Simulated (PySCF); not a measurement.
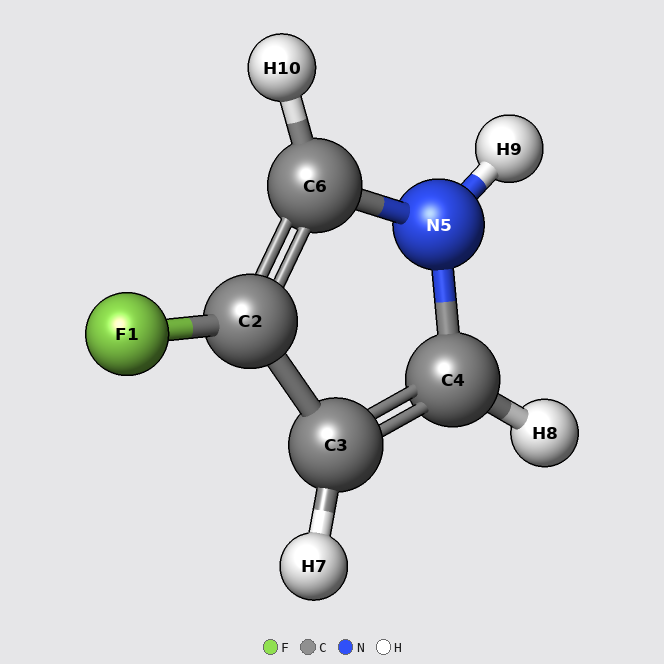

Computed geometry: PBE0-D3(BJ)/def2-SVP optimisation. No frequency run is at hand to confirm it as a minimum. Level of theory: B3LYP/pcJ-1 indirect spin-spin coupling, non-relativistic, gas phase (PySCF 2.14.0). Isotopes: 13C, 19F, 1H, 15N.

Give the spin–spin coupling constants of these pairs, with the number of bonds between them: F1/C2, C4/N5, N5/C6, F1/C3, C3/N5, N5/H8, F1/C4, F1/H10, F1/N5, N5/H7.

| pair | bonds apart | J (Hz) |
| --- | --- | --- |
| F1, C2 | 1 | −307.1 |
| C4, N5 | 1 | −14.8 |
| N5, C6 | 1 | −17.6 |
| F1, C3 | 2 | 13.4 |
| C3, N5 | 2 | −2.7 |
| N5, H8 | 2 | −3.8 |
| F1, C4 | 3 | 4.5 |
| F1, H10 | 3 | −3.7 |
| F1, N5 | 3 | −0.9 |
| N5, H7 | 3 | −6.6 |

Density functionals are unreliable for couplings to fluorine, so those rows may be far off.
